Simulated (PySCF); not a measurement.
```yaml
atoms:
  - { symbol: H, position_ang: [0.0000, 0.0000, -0.9134] }
  - { symbol: O, position_ang: [0.0000, 0.0000, 0.0576] }
```

All numbers below come from PBE0/def2-TZVPPD, non-relativistic Hamiltonian with scalar-relativistic core potentials where named, at a bond length of 0.971 Å in PySCF 2.14.0.

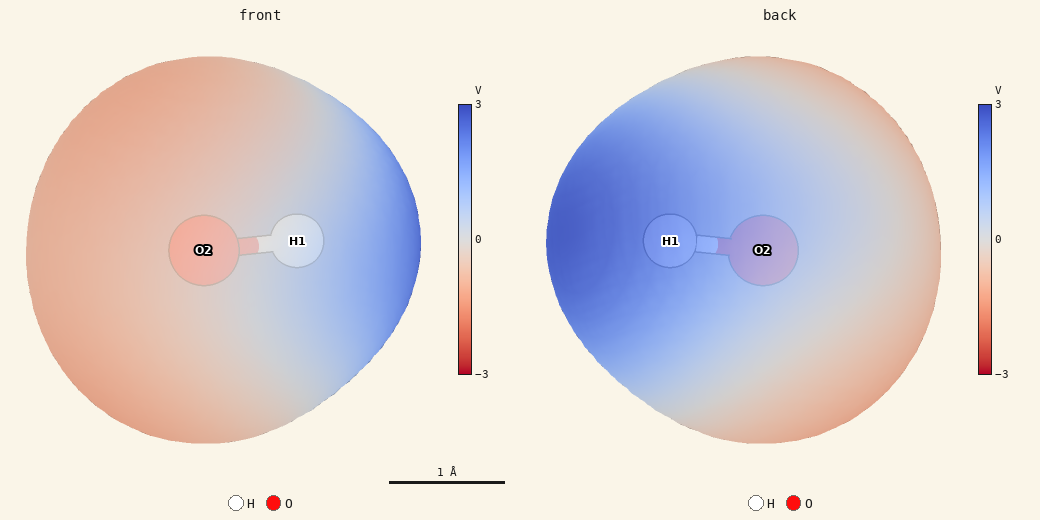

OH (doublet). The electrostatic potential painted on the density surface at 0.002 e/bohr³, seen from the front and from behind; the colour scale runs from red (negative) to blue (positive).

> Which sites attract a positive test charge, and which a negative one?

A positive charge is drawn to the negative regions and a negative charge to the positive ones. The most negative region (about −1.1 V) lies over O2, the most positive (about +2.7 V) over H1. O2 is the likeliest acceptor of a hydrogen bond.
